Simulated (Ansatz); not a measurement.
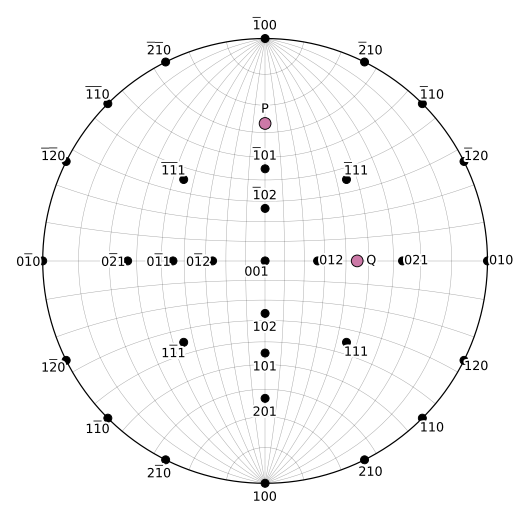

Stereographic projection of plane normals (upper hemisphere) centred on (0 0 1). Crystal: Cs, the input geometry of an electronic-structure calculation (not necessarily at equilibrium). Symmetry computed with spglib at a tolerance of 0.002 Å; standard conventional cell.

a = 6.181 Å, b = 6.181 Å, c = 6.181 Å, α = 90.00°, β = 90.00°, γ = 90.00°.

Index the poles marked P, Q.

P is (−2 0 1), 63.4° from the centre; Q is (0 1 1), 45.0° from the centre.

What is the angle between the normals of (1 0 1) and (−2 0 1), and what are their d_hkl = 1/|g|?

108.4°; d = 4.371 Å and 2.764 Å.
